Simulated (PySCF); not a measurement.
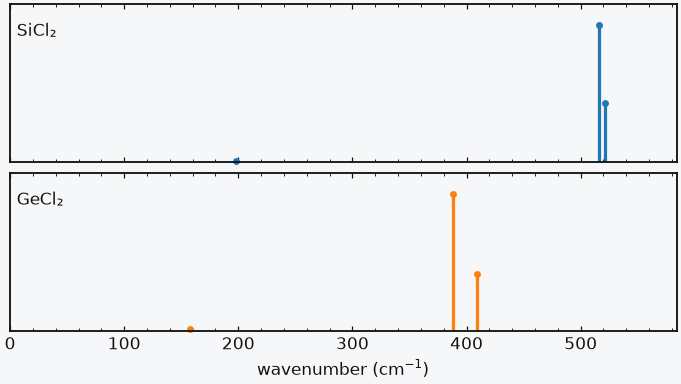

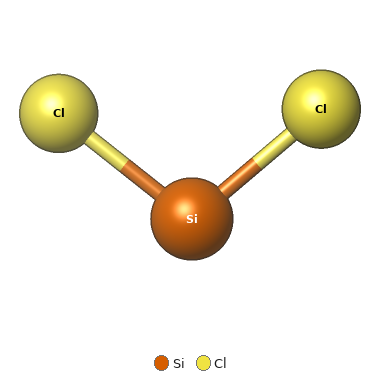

Harmonic infrared lines of SiCl₂ and GeCl₂, all C2v singlets, each the lowest point that its search found (SiCl₂ is drawn); the central atom changes down one group of the periodic table. PBE0/def2-TZVP, PySCF, unscaled, no spin-orbit coupling; each panel is scaled to its strongest line, degenerate modes are one line with their intensities summed, and dots on the axis are modes too weak to show or inactive.

How do the bond length and the stretches change along the series?

Answer. Mean bond length: SiCl₂ 2.078, GeCl₂ 2.182 Å, rising down the group. Highest a1 mode: SiCl₂ 522, GeCl₂ 409 cm⁻¹, falling down the group.

Caveats, for all or some of the runs: no scalar relativity.
